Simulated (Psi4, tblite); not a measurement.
Intermolecular potential of O2S ··· H6Si2 (SMILES O=S=O and [SiH3][SiH3]). Monomers: optimised at B3LYP-D3(BJ) (def2-TZVP), held rigid. Orientation: lowest of the rigid-body minima from ten starts at GFN2-xTB. The monomers approach along the line of their centres of mass (distance R); nothing else relaxes.

Geometry at R = 3.19 Å (first 3 atoms: monomer A):
```
11

O     -1.2386    -0.2444     0.0000
S     -0.0002     0.4877     0.0000
O      1.2388    -0.2434     0.0000
Si    -0.6792    -2.4040    -2.3310
Si     0.1757    -0.4178    -3.2367
H     -0.4691    -3.5309    -3.2723
H     -2.1333    -2.2674    -2.0722
H      0.0020    -2.7213    -1.0522
H     -0.0384     0.7100    -2.2974
H      1.6307    -0.5529    -3.4913
H     -0.5024    -0.1029    -4.5178
```

Levels of theory: GFN2-xTB (tblite); revPBE/def2-TZVP, counterpoise-corrected (Psi4); MP2/aug-cc-pVDZ = DF-MP2/aug-cc-pVDZ, frozen core, counterpoise-corrected (Psi4 1.11); HF/aug-cc-pVDZ, counterpoise-corrected (Psi4); revPBE-D3(BJ)/def2-TZVP, counterpoise-corrected (Psi4).

Interaction energies in kcal/mol (negative: bound); R is the distance of the centres of mass, d the S2···H9 distance.

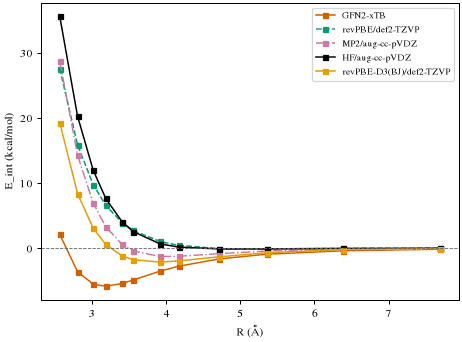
Figure: Interaction energy against separation.

| R / Å | d / Å | GFN2-xTB | revPBE/def2-TZVP | MP2/aug-cc-pVDZ | HF/aug-cc-pVDZ | revPBE-D3(BJ)/def2-TZVP |
|---|---|---|---|---|---|---|
| 2.57 | 1.83 | 2.10 | 27.56 | 28.66 | 35.56 | 19.27 |
| 2.81 | 2.01 | -3.61 | 15.85 | 14.28 | 20.24 | 8.38 |
| 3.02 | 2.17 | -5.52 | 9.76 | 6.92 | 11.98 | 3.08 |
| 3.19 | 2.31 | -5.84 | 6.58 | 3.28 | 7.62 | 0.58 |
| 3.41 | 2.49 | -5.41 | 3.91 | 0.58 | 4.06 | -1.18 |
| 3.56 | 2.62 | -4.88 | 2.72 | -0.41 | 2.54 | -1.77 |
| 3.92 | 2.94 | -3.53 | 1.03 | -1.27 | 0.67 | -2.12 |
| 4.17 | 3.17 | -2.77 | 0.44 | -1.25 | 0.17 | -1.96 |
| 4.72 | 3.67 | -1.65 | -0.07 | -0.83 | -0.12 | -1.32 |
| 5.36 | 4.28 | -0.92 | -0.11 | -0.43 | -0.10 | -0.69 |
| 6.39 | 5.27 | -0.39 | -0.03 | -0.15 | -0.04 | -0.22 |
| 7.69 | 6.53 | -0.16 | -0.01 | -0.05 | -0.02 | -0.06 |

Lowest grid point: GFN2-xTB -5.84 kcal/mol at R = 3.19 Å; revPBE/def2-TZVP -0.11 kcal/mol at R = 5.36 Å; MP2/aug-cc-pVDZ -1.27 kcal/mol at R = 3.92 Å; HF/aug-cc-pVDZ -0.12 kcal/mol at R = 4.72 Å; revPBE-D3(BJ)/def2-TZVP -2.12 kcal/mol at R = 3.92 Å.
